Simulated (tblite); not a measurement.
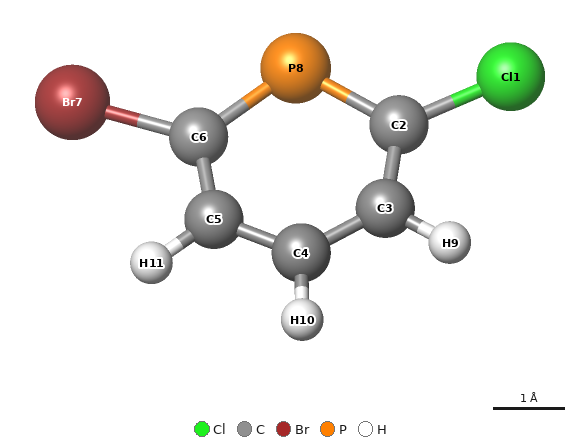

C₅H₃BrClP, before the relaxation. Style: ball-and-stick. Shown at a tilt.

The calculation used GFN2-xTB geometry optimisation, gas phase in tblite 0.8.0.

```xyz
11

Cl   -2.9335   -1.7089   -0.0927
C    -1.3830   -0.9429   -0.0432
C    -1.2497    0.4166   -0.1183
C    -0.0893    1.1259   -0.0957
C     1.1673    0.5859    0.0478
C     1.4423   -0.7572    0.1528
Br    3.2521   -1.3269    0.3215
P     0.1157   -1.8595    0.1423
H    -2.1860    0.9752   -0.2268
H    -0.1526    2.2147   -0.1647
H     2.0222    1.2799    0.0510
```

**What does the optimiser find from here?**

The largest move after the best rigid fit is that of Cl1, 0.14 Å. Largest moves by element: Cl 0.14 Å, Br 0.14 Å, C 0.12 Å, P 0.11 Å, H 0.06 Å. Some distances before and after: C3–C4 1.360 → 1.386 Å, C2–P8 1.767 → 1.744 Å, C6–P8 1.725 → 1.743 Å, C3–H9 1.096 → 1.081 Å. Among the angles between lasting bonds that change: C2–P8–C6 108.8° → 97.6°, C3–C2–P8 116.0° → 127.0°, C5–C6–P8 118.0° → 127.6°. Over 21 geometry steps the energy falls by 0.413 eV.

The structure at the end:

```xyz
11

Cl   -2.7955   -1.7447   -0.0813
C    -1.2687   -0.9254   -0.0285
C    -1.2597    0.4517   -0.1242
C    -0.0915    1.1961   -0.0925
C     1.1648    0.6267    0.0375
C     1.3430   -0.7363    0.1457
Br    3.1312   -1.3964    0.3193
P     0.1147   -1.9737    0.1447
H    -2.2049    0.9650   -0.2285
H    -0.1619    2.2703   -0.1725
H     2.0340    1.2694    0.0543
```

The end point in the same view:

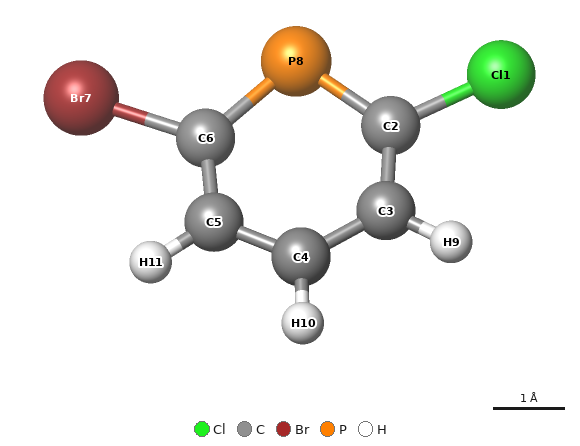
